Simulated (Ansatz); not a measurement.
# Σ11 (113) boundary in fcc Al: structure and resistance

Aim: the relaxed structure and the specific resistance of the Σ11 (113) boundary in fcc Al.

Program: Ansatz 0.2.0. Level of theory: Ansatz plane-wave DFT, PBE, PAW files; relaxation of a bicrystal slab with its lowest layers held; PAW set soft_1, in the first sound run; inputs show where later runs differ. Results are calculated unless marked as measured.

## (1) The starting structure

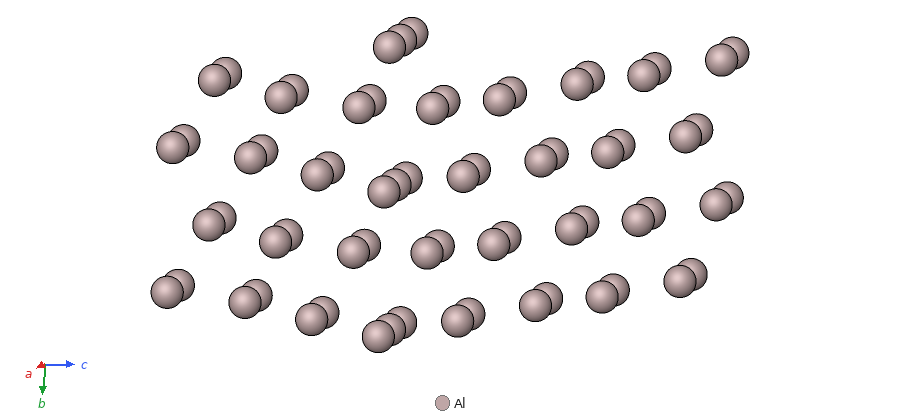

The starting structure, seen from the side, with the c axis across the page (aluminium light grey). 2×2×1 cells are drawn. Some periodic images of atoms are drawn too.

The cell holds 16 atoms: 16 Al. Its edges and angles: a = 2.862 Å, b = 4.958 Å, c = 29.358 Å, α = 90.0°, β = 90.0°, γ = 73.2°. It derives from Al. built on the (1 1 3) plane; 1 overlapping atoms removed and the grains opened by 0.05 Å. Vacuum lies along c.

## (2) Relaxing the bicrystal

The boundary is built by mirroring the lower grain in the boundary plane and removing any atoms that overlap. A thin bicrystal slab is relaxed first, with the lowest layers held and the upper grain free to shift and open.

Input file input.yaml:

```yaml
crystal:
  lattice:
    - [2.862347037, 0.0, 0.0]
    - [1.4311735185, 4.7466655708, 0.0]
    - [0.0, 0.0, 29.3576331625]
  atoms:
    - { symbol: Al, position: [0.6363636364, 0.7272727272, 0.1703134572] }
    - { symbol: Al, position: [0.3636363637, 0.2727272727, 0.2118872745] }
    - { symbol: Al, position: [0.0909090909, 0.8181818181, 0.2534610918] }
    - { symbol: Al, position: [0.8181818182, 0.3636363636, 0.2950349091] }
    - { symbol: Al, position: [0.5454545455, 0.9090909091, 0.3366087264] }
    - { symbol: Al, position: [0.2727272727, 0.4545454545, 0.3781825437] }
    - { symbol: Al, position: [0.0, 0.0, 0.419756361] }
    - { symbol: Al, position: [0.2727272727, 0.4545454545, 0.4630333129] }
    - { symbol: Al, position: [0.5454545455, 0.9090909091, 0.5046071302] }
    - { symbol: Al, position: [0.8181818182, 0.3636363636, 0.5461809475] }
    - { symbol: Al, position: [0.0909090909, 0.8181818181, 0.5877547648] }
    - { symbol: Al, position: [0.3636363637, 0.2727272727, 0.6293285821] }
    - { symbol: Al, position: [0.6363636364, 0.7272727272, 0.6709023994] }
    - { symbol: Al, position: [0.9090909091, 0.1818181817, 0.7124762167] }
    - { symbol: Al, position: [0.1818181819, 0.6363636363, 0.754050034] }
    - { symbol: Al, position: [0.4545454546, 0.0909090908, 0.7956238513] }
kpoints:
  mp_grid: { grid: [9, 9, 1] }
hamiltonian:
  xc: pbe
  pseudopotentials: { kind: paw, azcp: { folder: soft_1 } }
scf:
  occupations: { method: fermi_dirac, width: 0.1 }
relax:
  f_tol: 0.03
  max_steps: 80
  constraints: [{ sites: [0, 1, 2] }]
```

The run is started by

```sh
$ ansatz run input.yaml --threads 4 --pin off --max-ram 15360MiB --backend cpu --events-out ev --progress --plain --runs-dir out
```

Numbers of over 12 decimals in the logs are rounded to 6 here.

What it wrote:

```text
Engine: ansatz 0.2.0, aarch64-unknown-linux-gnu
Pseudopotentials: kind: paw
Pseudopotential: Al, paw, valence charge 3, recommended cutoff 420 eV (normal), soft_1/Al.paw.azcp
Functional definition: PBE
  parameter kappa = 0.804
  parameter beta = 0.066725
  exchange = pbe_x(kappa = kappa, mu = beta*pi^2/3)
  correlation = pbe_c(beta = beta)
Crystal: 16 atoms, lattice volume = 398.871 Å³
Basis set: ecut = 420 eV, 7845 PW (Γ), exchange–correlation on 40×72×400 points (8 copies of the dense FFT grid, shifted against one another)
Bands: 40, of which v1, the nominal top of the filled ones, is band 24 counted from 1 (23 counted from 0)
Symmetry: 2 space group operations
Space group: Cm (ITA 8), of the structure as read, at distance tolerance 7.4e-5 Å
k-points: 25 of 81 (time reversal used)
Non-local potential: Al, projectors of the file, l = 0: 2, l = 1: 2, l = 2: 1
PAW form: soft (Blöchl's): semilocal exchange-correlation on the pseudo side does not see the compensation charge
PAW one-centre angular grid: Al, 110 points (default); XC on 64 Gauss nodes
Initial density: superposition of atomic densities (neutral atoms: chi_scale 0, normalization atom)
Initial wavefunctions: pseudopotential atomic-orbital guess
Functional: x = pbe(κ = 0.804, μ = 0.219515), c = pbe(β = 0.066725)
SCF iter   1: F=—  HF=-8599.878657 eV  |F-HF|=—  |Δ(HF+E_count)|=         —  Δρ=2.13e-2  dr2=2.75e1  ethr=3.10e-3  ⟨swp⟩=9.9  Hψ=6111  notcnv=0  defer=16
preconditioner: auto → LDOS  [metal: Δε(μ)=0.017 eV  Ē_g=6.694 eV  σ=0.100 eV  W_gap=0.04  n_scr=42 (ndim 8)  ℏωp=12.9 eV  f_vac=0.230  D(μ)=7.01/eV (n_scr^D=38)  β→1.0]
SCF iter   2: F=—  HF=-8598.218108 eV  |F-HF|=—  |Δ(HF+E_count)|=    1.66e0  Δρ=7.37e-3  dr2=9.76e-1  ethr=3.10e-3  ⟨swp⟩=6.2  Hψ=2850  notcnv=0  defer=57
SCF iter   3: F=—  HF=-8598.179611 eV  |F-HF|=—  |Δ(HF+E_count)|=   3.85e-2  Δρ=1.67e-3  dr2=5.44e-2  ethr=2.03e-3  ⟨swp⟩=4.8  Hψ=1911  notcnv=0  defer=51
SCF iter   4: F=—  HF=-8598.174626 eV  |F-HF|=—  |Δ(HF+E_count)|=   4.98e-3  Δρ=3.64e-4  dr2=8.42e-4  ethr=1.13e-4  ⟨swp⟩=2.8  Hψ=1675  notcnv=0  defer=51
SCF iter   5: F=—  HF=-8598.174848 eV  |F-HF|=—  |Δ(HF+E_count)|=   2.22e-4  Δρ=8.52e-5  dr2=8.05e-5  ethr=1.75e-6  ⟨swp⟩=2.5  Hψ=1746  notcnv=0  defer=50
SCF iter   6: F=-8598.174854 eV  HF=-8598.174855 eV  |F-HF|=1.39e-6  |Δ(HF+E_count)|=   7.01e-6  Δρ=1.68e-5  dr2=3.06e-6  ethr=4.69e-8  ⟨swp⟩=5.0  Hψ=3427  notcnv=0
SCF 1 converged in 6 iterations: F = -8598.174854 eV  dr2 = 3.06e-6
  greatest PAW one-centre occupation: 0.488 electrons in one spin orbital (limit 2), on the Al atom at site 15 (counted from 0), in its partial waves of l = 0
relax step   1: F+E_penalty+E_count = -8598.17485384 eV  Δ(F+E_penalty+E_count) = +0.000e0 eV  max|allowed force component| = 1.045e0 eV/Å  Δτ_max = 0.0000 Å  (6 SCF iters, dr2 threshold 2.25e-5 eV, accepted)
Initial density: handed on by an earlier stage of this run
Initial wavefunctions: those handed on with the density
iter 1 solved again at ethr=3.40e-4 eV; its pass at ethr=3.10e-3 eV (dr2=1.63e-1 eV) is discarded
SCF iter   1: F=—  HF=-8598.293094 eV  |F-HF|=—  |Δ(HF+E_count)|=         —  Δρ=2.08e-3  dr2=1.67e-1  ethr=3.40e-4  ⟨swp⟩=1.3  Hψ=3768  notcnv=0  defer=51
preconditioner: auto → LDOS  [metal: Δε(μ)=0.061 eV  Ē_g=6.575 eV  σ=0.100 eV  W_gap=0.15  n_scr=42 (ndim 8)  ℏωp=12.9 eV  f_vac=0.245  D(μ)=6.70/eV (n_scr^D=38)  β→1.0]
SCF iter   2: F=—  HF=-8598.277734 eV  |F-HF|=—  |Δ(HF+E_count)|=   1.54e-2  Δρ=9.75e-4  dr2=9.33e-3  ethr=3.40e-4  ⟨swp⟩=2.9  Hψ=1483  notcnv=0  defer=51
SCF iter   3: F=—  HF=-8598.276282 eV  |F-HF|=—  |Δ(HF+E_count)|=   1.45e-3  Δρ=2.02e-4  dr2=7.44e-4  ethr=1.94e-5  ⟨swp⟩=2.3  Hψ=1707  notcnv=0  defer=51
SCF iter   4: F=—  HF=-8598.276127 eV  |F-HF|=—  |Δ(HF+E_count)|=   1.55e-4  Δρ=3.89e-5  dr2=2.15e-5  ethr=1.55e-6  ⟨swp⟩=2.4  Hψ=1574  notcnv=0  defer=51
SCF iter   5: F=-8598.276129 eV  HF=-8598.276129 eV  |F-HF|=2.89e-8  |Δ(HF+E_count)|=   1.98e-6  Δρ=9.56e-6  dr2=4.98e-7  ethr=4.48e-8  ⟨swp⟩=4.0  Hψ=2876  notcnv=0
SCF 2 converged in 5 iterations: F = -8598.276129 eV  dr2 = 4.98e-7
  greatest PAW one-centre occupation: 0.487 electrons in one spin orbital (limit 2), on the Al atom at site 0 (counted from 0), in its partial waves of l = 0
relax step   2: F+E_penalty+E_count = -8598.27612903 eV  Δ(F+E_penalty+E_count) = -1.013e-1 eV  max|allowed force component| = 2.056e-1 eV/Å  Δτ_max = 0.1017 Å  (5 SCF iters, dr2 threshold 6.83e-5 eV, accepted)
iter 1 solved again at ethr=3.24e-4 eV; its pass at ethr=3.10e-3 eV (dr2=1.56e-1 eV) is discarded
SCF iter   1: F=—  HF=-8598.286125 eV  |F-HF|=—  |Δ(HF+E_count)|=         —  Δρ=1.87e-3  dr2=1.62e-1  ethr=3.24e-4  ⟨swp⟩=1.1  Hψ=3687  notcnv=0  defer=49
preconditioner: auto → LDOS  [metal: Δε(μ)=0.033 eV  Ē_g=6.563 eV  σ=0.100 eV  W_gap=0.08  n_scr=42 (ndim 8)  ℏωp=12.9 eV  f_vac=0.244  D(μ)=6.72/eV (n_scr^D=38)  β→1.0]
SCF iter   2: F=—  HF=-8598.277240 eV  |F-HF|=—  |Δ(HF+E_count)|=   8.89e-3  Δρ=5.05e-4  dr2=3.53e-3  ethr=3.24e-4  ⟨swp⟩=1.8  Hψ=1098  notcnv=0  defer=49
SCF iter   3: F=—  HF=-8598.276572 eV  |F-HF|=—  |Δ(HF+E_count)|=   6.68e-4  Δρ=1.29e-4  dr2=3.21e-4  ethr=7.36e-6  ⟨swp⟩=2.1  Hψ=1645  notcnv=0  defer=49
SCF iter   4: F=—  HF=-8598.276513 eV  |F-HF|=—  |Δ(HF+E_count)|=   5.84e-5  Δρ=3.34e-5  dr2=2.23e-5  ethr=6.69e-7  ⟨swp⟩=1.4  Hψ=1095  notcnv=0  defer=49
SCF iter   5: F=-8598.276514 eV  HF=-8598.276515 eV  |F-HF|=3.36e-7  |Δ(HF+E_count)|=   1.34e-6  Δρ=8.05e-6  dr2=7.00e-7  ethr=5.50e-9  ⟨swp⟩=5.7  Hψ=3611  notcnv=0
SCF 3 converged in 5 iterations: F = -8598.276514 eV  dr2 = 7.00e-7
  greatest PAW one-centre occupation: 0.486 electrons in one spin orbital (limit 2), on the Al atom at site 0 (counted from 0), in its partial waves of l = 0
relax step   3: F+E_penalty+E_count = -8598.27651448 eV  Δ(F+E_penalty+E_count) = -3.854e-4 eV  max|allowed force component| = 9.580e-2 eV/Å  Δτ_max = 0.1197 Å  (5 SCF iters, dr2 threshold 2.64e-6 eV, accepted)
SCF iter   1: F=—  HF=-8598.286346 eV  |F-HF|=—  |Δ(HF+E_count)|=         —  Δρ=8.56e-4  dr2=2.61e-2  ethr=7.64e-4  ⟨swp⟩=2.8  Hψ=2239  notcnv=0  defer=51
preconditioner: auto → LDOS  [metal: Δε(μ)=0.009 eV  Ē_g=6.565 eV  σ=0.100 eV  W_gap=0.02  n_scr=42 (ndim 8)  ℏωp=12.9 eV  f_vac=0.244  D(μ)=6.73/eV (n_scr^D=38)  β→1.0]
SCF iter   2: F=—  HF=-8598.284607 eV  |F-HF|=—  |Δ(HF+E_count)|=   1.74e-3  Δρ=2.42e-4  dr2=6.06e-4  ethr=5.43e-5  ⟨swp⟩=2.0  Hψ=1389  notcnv=0  defer=51
SCF iter   3: F=—  HF=-8598.284526 eV  |F-HF|=—  |Δ(HF+E_count)|=   8.12e-5  Δρ=5.56e-5  dr2=7.16e-5  ethr=1.26e-6  ⟨swp⟩=2.0  Hψ=1567  notcnv=0  defer=51
SCF iter   4: F=—  HF=-8598.284514 eV  |F-HF|=—  |Δ(HF+E_count)|=   1.20e-5  Δρ=1.26e-5  dr2=2.23e-6  ethr=1.49e-7  ⟨swp⟩=1.4  Hψ=1194  notcnv=0  defer=51
SCF iter   5: F=-8598.284514 eV  HF=-8598.284514 eV  |F-HF|=1.13e-8  |Δ(HF+E_count)|=   3.58e-7  Δρ=3.28e-6  dr2=7.07e-8  ethr=2.08e-10  ⟨swp⟩=6.0  Hψ=3862  notcnv=0
SCF 4 converged in 5 iterations: F = -8598.284514 eV  dr2 = 7.07e-8
relax step   4: F+E_penalty+E_count = -8598.28451397 eV  Δ(F+E_penalty+E_count) = -7.999e-3 eV  max|allowed force component| = 1.514e-2 eV/Å  Δτ_max = 0.0528 Å  (5 SCF iters, accepted)
SCF converged after 5 iterations
Free energy (F): -8598.284514 eV
Harris-Foulkes:  -8598.284514 eV  (|F-HF|=1.13e-8)
Internal energy: -8598.059778 eV  (E = F + TS)
E sigma→0 (E₀):  -8598.172146 eV
Entropy (-TS):   -0.224736 eV (-14.046 meV/atom)
Fermi energy:    3.879969 eV
--- Per-component energies (eV) ---
  E_band       = -17.741205
  E_kinetic    = 350.875031
  E_local      = -8001.581347  (includes V_loc(G=0)·N_el)
  E_nonlocal   = 161.106625
  E_hartree    = 3993.428318
  E_xc         = -597.416796
  E_vxc        = -459.161123  (∫ρ·V_xc dr)
  E_paw        = -7510.306690  (= ΣΔE_a)
  E_vpaw       = -55.835548  (= ΣTr[D̂ρ^β])
  E_aug_tail   = -0.000033  (compensation charges beyond the density's cutoff)
  E_ewald      = 3005.835114
  E_smearing   = -0.224736  (= −TS)
  E_closure    = -0.000000  (closes the sum)
  Σ components = -8598.284514   (vs F -8598.284514, Δ=0.00e0)
--- Forces (eV/Å), atoms counted from 1 ---
  atom   1  Al     0.00000000    -0.00511841     0.14714477
  atom   2  Al    -0.00000000     0.04659283    -0.30181546
  atom   3  Al     0.00000000    -0.04340705     0.13911014
  atom   4  Al    -0.00000000    -0.00032356     0.00135061
  atom   5  Al    -0.00000000    -0.00109821     0.00125196
  atom   6  Al    -0.00000000    -0.00142635    -0.00208294
  atom   7  Al     0.00000000     0.00196748     0.00269428
  atom   8  Al    -0.00000000    -0.00034982     0.00392418
  atom   9  Al    -0.00000000     0.00159294    -0.00193882
  atom  10  Al    -0.00000000    -0.00139672     0.00531713
  atom  11  Al     0.00000000     0.00009408    -0.00161621
  atom  12  Al    -0.00000000     0.00021309     0.00039476
  atom  13  Al     0.00000000     0.00140611     0.00052207
  atom  14  Al     0.00000000    -0.00599741    -0.00148211
  atom  15  Al     0.00000000     0.01513851     0.00089195
  atom  16  Al    -0.00000000    -0.00788300     0.00632311
  max |Σ_I F_I| component: 1.06e-5 eV/Å
--- Relaxed structure (4 steps of the walk, 4 accepted, 0 SCFs on fresh bases) ---
  F+E_penalty+E_count = -8598.28451397 eV   max|allowed force component| = 1.514e-2 eV/Å
  atoms:
    - { symbol: Al, position: [0.6363636364, 0.7272727272, 0.170313] }
    - { symbol: Al, position: [0.363636, 0.2727272727, 0.211887] }
    - { symbol: Al, position: [0.09090909095, 0.8181818181, 0.253461] }
    - { symbol: Al, position: [0.820277, 0.359446, 0.294072] }
    - { symbol: Al, position: [0.547296, 0.905408, 0.336757] }
    - { symbol: Al, position: [0.274531, 0.450938, 0.374908] }
    - { symbol: Al, position: [0.00339073, -0.00678145, 0.421518] }
    - { symbol: Al, position: [0.272900, 0.454201, 0.466114] }
    - { symbol: Al, position: [0.544846, 0.910309, 0.505894] }
    - { symbol: Al, position: [0.817749, 0.364502, 0.547584] }
    - { symbol: Al, position: [0.091421, 0.817158, 0.589063] }
    - { symbol: Al, position: [0.364113, 0.271774, 0.629394] }
    - { symbol: Al, position: [0.636537, 0.726925, 0.671770] }
    - { symbol: Al, position: [0.905976, 0.188047, 0.710795] }
    - { symbol: Al, position: [0.176271, 0.647459, 0.757030] }
    - { symbol: Al, position: [0.445950, 0.108100, 0.793023] }
```

Run time: 20 s. Hardware: 4 threads of Arm Neoverse V2, shared host; peak memory 0.83 GiB.

The steps of the relaxation:

```csv
step,energy less that of the first step (eV),largest force component (eV/Å)
1,0.0000,1.0453
2,-0.1013,0.2056
3,-0.1017,0.0958
4,-0.1097,0.0151
```

Forces are held to the 2 operations that the run works with; a distortion that breaks them can't arise in this run.

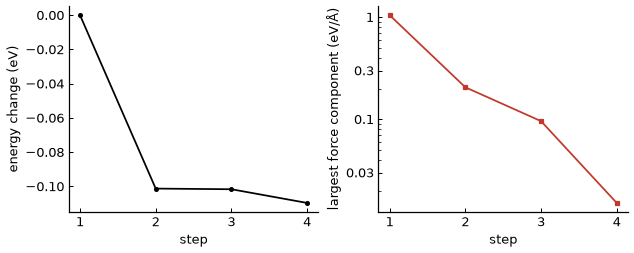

Energy and largest force along the relaxation.

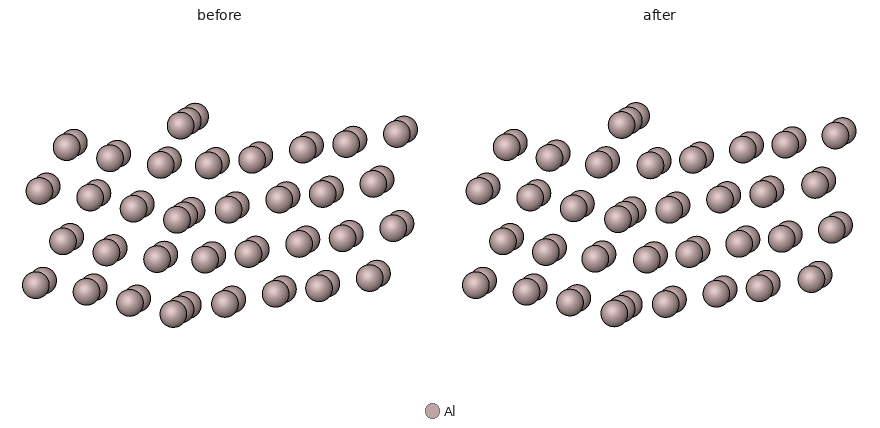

The structure before and after the relaxation, drawn at the same scale.

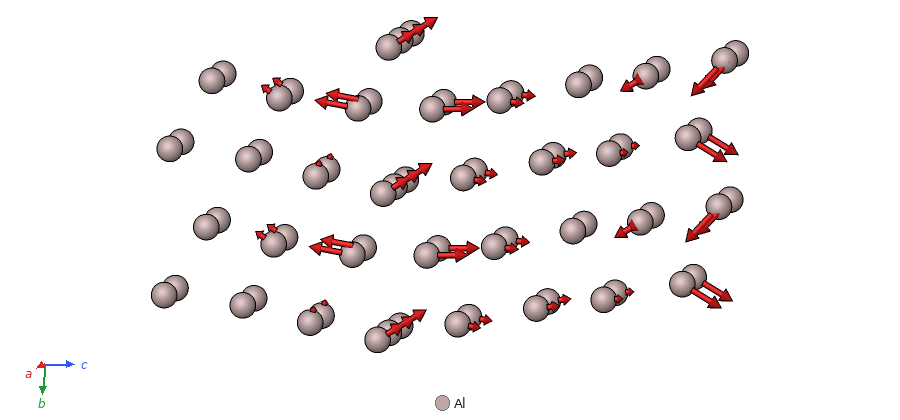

Displacements in the relaxation, exaggerated; the longest in the cell stands for 0.11 Å. 2×2×1 cells are drawn. Some periodic images of atoms are drawn too.

The atoms that moved most (Å):

```
atom     dx      dy      dz  length
Al16  0.000   0.082  -0.076   0.112
Al15  0.000   0.053   0.087   0.102
 Al6  0.000  -0.017  -0.096   0.098
 Al8  0.000  -0.002   0.090   0.090
 Al7  0.000  -0.032   0.052   0.061
Al14  0.000   0.030  -0.049   0.058
Al10  0.000   0.004   0.041   0.041
Al11  0.000  -0.005   0.038   0.039
```

Final coordinates:

```cif
data_structure
_symmetry_space_group_name_H-M 'P 1'
_symmetry_Int_Tables_number 1
_cell_length_a 2.8623
_cell_length_b 4.9577
_cell_length_c 29.3576
_cell_angle_alpha 90.000
_cell_angle_beta 90.000
_cell_angle_gamma 73.221
_cell_volume 398.87
loop_
_atom_site_label
_atom_site_type_symbol
_atom_site_fract_x
_atom_site_fract_y
_atom_site_fract_z
_atom_site_occupancy
Al1 Al 0.63636 0.72727 0.17031 1
Al2 Al 0.36364 0.27273 0.21189 1
Al3 Al 0.09091 0.81818 0.25346 1
Al4 Al 0.82028 0.35945 0.29407 1
Al5 Al 0.54730 0.90541 0.33676 1
Al6 Al 0.27453 0.45094 0.37491 1
Al7 Al 0.00339 0.99322 0.42152 1
Al8 Al 0.27290 0.45420 0.46611 1
Al9 Al 0.54485 0.91031 0.50589 1
Al10 Al 0.81775 0.36450 0.54758 1
Al11 Al 0.09142 0.81716 0.58906 1
Al12 Al 0.36411 0.27177 0.62939 1
Al13 Al 0.63654 0.72693 0.67177 1
Al14 Al 0.90598 0.18805 0.71079 1
Al15 Al 0.17627 0.64746 0.75703 1
Al16 Al 0.44595 0.10810 0.79302 1
```

This step gave:

| Property | Result |
| --- | --- |
| free energy | -8598.2845 eV |
| energy at zero smearing | -8598.1721 eV |
| Fermi energy | 3.880 eV |

The largest force component on a free atom ends at 0.015 eV/Å, under the tolerance of 0.03, after 4 steps.

(Continued in part 2 of 3.)

[Logs are printed without paths, hosts, clocks, repeated set-up lines and the standing remarks that a program may print on its own settings, such as how far it seeks lower states.]

[Hosts, paths, dates, database ids (printed as entryN), source tags and the programs' standing remarks are cut or masked in the printed files.]
